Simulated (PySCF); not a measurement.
SMILES CC(C)(C)/C=C\[SiH3] (C6H14Si) at its GFN2-xTB optimised geometry (Å):

```
21

C      1.3737    -0.1223     0.0000
C     -0.1570    -0.1223     0.0000
C     -0.6781     1.3211     0.0000
C     -0.6437    -0.8251     1.2735
C     -0.7220    -0.8499    -1.1965
C     -0.3895    -0.7442    -2.4789
Si     0.8966     0.2938    -3.3769
H      1.7444     0.2975     0.9333
H      1.7660     0.4706    -0.8197
H      1.7521    -1.1376    -0.0962
H     -1.7660     1.3316     0.0256
H     -0.3521     1.8447    -0.8939
H     -0.3071     1.8548     0.8727
H     -1.7309    -0.8300     1.3210
H     -0.2923    -1.8548     1.2984
H     -0.2679    -0.3144     2.1577
H     -1.5281    -1.5307    -0.9378
H     -0.9614    -1.3716    -3.1568
H      2.2243    -0.3203    -3.2694
H      0.5022     0.3263    -4.7891
H      0.9666     1.6789    -2.8987
```

Computed with PySCF with CAM-B3LYP/def2-SVP. Cells within 0.4 Å of a nucleus heavier than hydrogen are left out (blank, or x).

Map of the log10 of the electron density (e/bohr³), floored at −4 on the plane z = 0.0 Å:

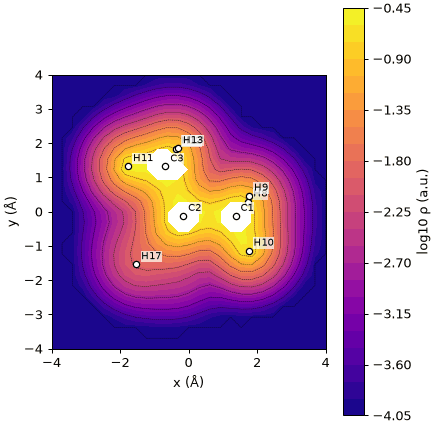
Fig. 1. Log10 of the electron density (e/bohr³), floored at −4 on the plane z = 0.0 Å.
